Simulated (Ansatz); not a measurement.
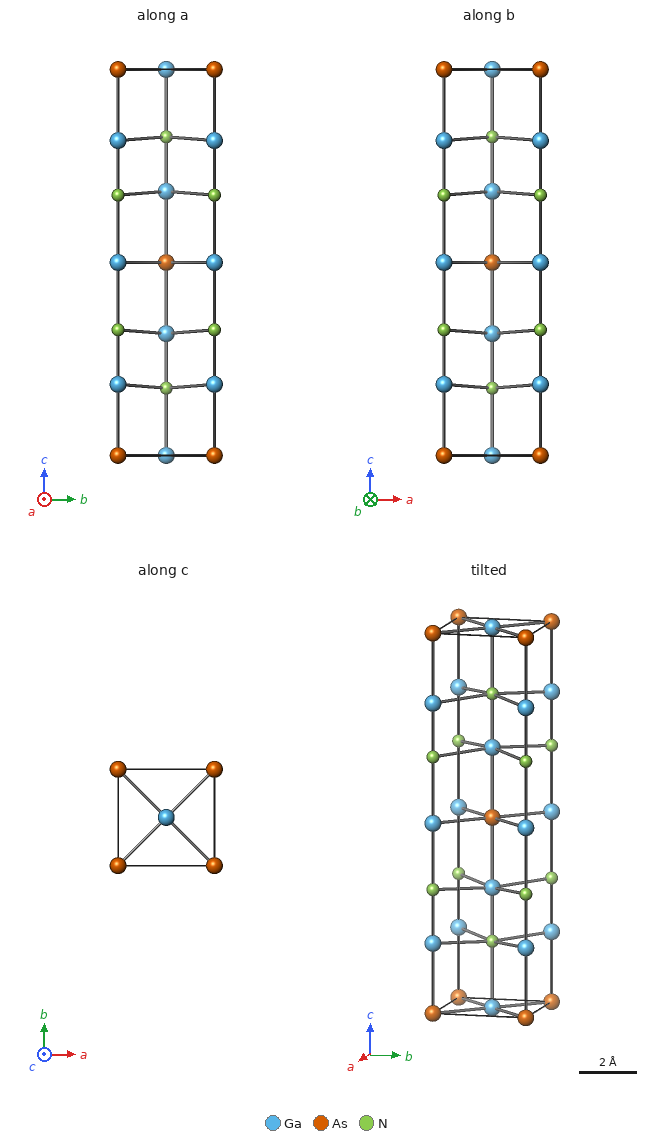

The crystal in a ball-and-stick representation, seen along the a axis, along the b axis, along the c axis and slightly off an axis. The lines enclose the conventional unit cell; boundary atoms appear with their images.

Lattice parameters: a = 3.436 Å, b = 3.436 Å, c = 13.761 Å, α = 90.00°, β = 90.00°, γ = 90.00°. Put a along x and b in the xy plane.

### Turn the picture into a POSCAR file, with free fractional coordinates to two decimals.

```
Ga As N
1.0
     3.436    0.000    0.000
     0.000    3.436    0.000
     0.000    0.000   13.761
Ga As N
6 2 4
Direct
  0.50 0.50 0.32
  0.50 0.50 0.00
  0.00 0.00 0.18
  0.00 0.00 0.82
  0.00 0.00 0.50
  0.50 0.50 0.68
  0.00 0.00 0.00
  0.50 0.50 0.50
  0.50 0.50 0.17
  0.00 0.00 0.33
  0.00 0.00 0.67
  0.50 0.50 0.83
```

The structure was taken from a structure type filled with these elements by a generator (whether the compound takes this form wasn't checked). Atoms and cell were optimised with DFT PBE, scalar-relativistic, plane waves, PAW in Ansatz 0.2.0.
